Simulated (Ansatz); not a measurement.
HfN (rock salt)

```
HfN
1.0
    0.00000     2.26297     2.26297
    2.26297     0.00000     2.26297
    2.26297     2.26297     0.00000
N Hf
1 1
Cartesian
  0.00000   0.00000   0.00000
  2.26297   2.26297   2.26297
```

Equation-of-state scan: isotropic scaling of the cell above, V₀ being its volume. Symmetry pins the atoms to their sites.

Calculation: r2SCAN (plane waves to 500 eV, PAW, scalar-relativistic; Ansatz, a first-principles code). k mesh 18×18×18 (Γ-centred), Fermi-Dirac smearing 0.05 eV. Energies are smeared free energies. Compression counts positive. HfN is run without spin polarisation. HfN was relaxed with its symmetry unable to fall. Spin-orbit coupling is left out, though Hf is heavy. The PAW data are Ansatz's earlier set. The zero of ΔE is the relaxed starting cell.

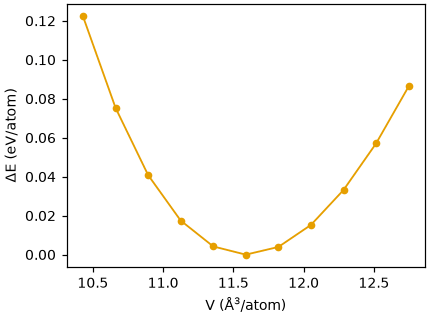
Figure: ΔE (eV/atom) against V (Å³/atom); markers are the computed points, lines only join them.

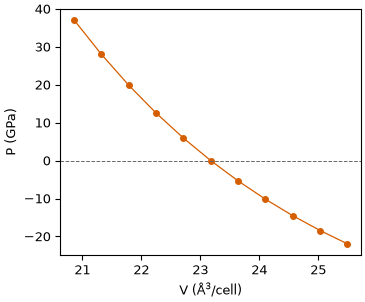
Figure. P (GPa) against V (Å³/cell); markers are the computed points, lines only join them.

The energy cost of the largest expansion is 86 meV/atom, the pressure at the smallest volume is 37.1 GPa and the energy cost of the largest compression is 122 meV/atom. The bulk modulus B₀ (third-order Birch-Murnaghan fit) comes out as 282 GPa and the pressure derivative B₀′ (fit) comes out as 4.2.

Check by three points about V = 11.589 Å³/atom, step 0.464: d²E/dV² ≈ (17 − 2·0 + 15) meV / 0.464² = 0.149 eV/Å⁶, and V·d²E/dV² × 160.2 = 277 GPa.

(A scan under strain: stresses follow from slopes of the energy per volume, elastic moduli from its curvatures.)
